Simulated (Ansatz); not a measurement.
Input file:

```
crystal:
  periodic: [false, false, false]
  atoms:
    - { symbol: Ge, position_ang: [0.0, 0.0, 0.0] }
    - { symbol: H, position_ang: [0.0, 0.0, 1.9] }
    - { symbol: H, position_ang: [1.4616, 0.0, -0.5162] }
    - { symbol: O, position_ang: [-0.8337, 1.4443, -0.5894] }
    - { symbol: H, position_ang: [-1.7915, 1.2136, -0.8118] }
    - { symbol: H, position_ang: [-0.73, -1.2648, -0.5162] }
    - { symbol: O, position_ang: [0.776, 1.8046, 0.6527] }
    - { symbol: H, position_ang: [1.567, 1.6327, 1.2567] }
    - { symbol: H, position_ang: [0.3926, 0.9129, 1.8011] }
basis:
  gaussian: { orbitals: def2-SVP }
hamiltonian:
  xc: b3lyp
relax:
  f_tol: 0.15
  max_steps: 25
  restrain:
    - { distance: [0, 6], at: 2.97, k: 30.0 }
    - { distance: [8, 1], at: 1.86, k: 30.0 }
    - { distance: [0, 1], at: 1.55, k: 30.0 }
    - { distance: [8, 6], at: 1.01, k: 30.0 }
output:
  orbitals: {}
```

Launched as:

```sh
ansatz run input.yaml --threads 2 --pin off --max-ram 3072MiB --backend cpu --events-out ev --progress --plain --runs-dir out
```

The fields are those of the run's last geometry, not of the input's.

Not at a stationary point (largest force 0.9 eV/Å).

The calculation used Ansatz, RKS B3LYP/def2-SVP.

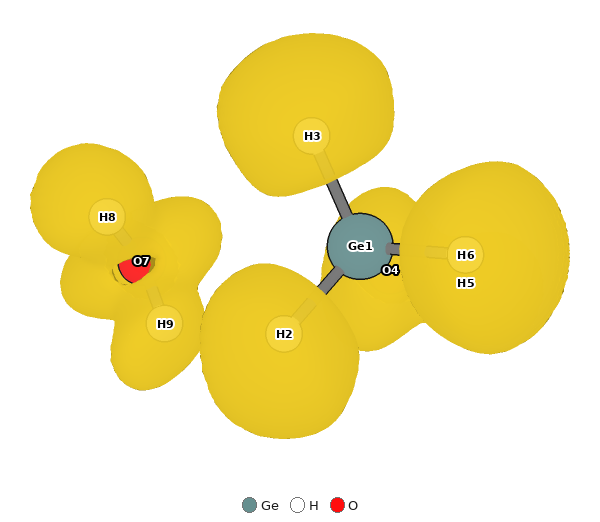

GeH$_{4}$O···H$_{2}$O. Isosurface of the electron localisation function at 0.75 (yellow), seen from one side. Only the valence region is drawn (cores and ρ < 0.01 e/Å³ removed).

What do the ELF domains correspond to?

At this value the surface marks out three regions around hydrogen nuclei and two joined regions spread over several atoms (H, O), in which their bonds and any lone pairs are merged. Along the contacts the grid gives the following. H2···H9 (1.87 Å): the ELF dips to about 0.10 between them. Ge–O (1.79 Å): the ELF peaks at about 0.85 in the valence shell of O, 0.6 Å from its nucleus, and is about 0.35 at the midpoint.
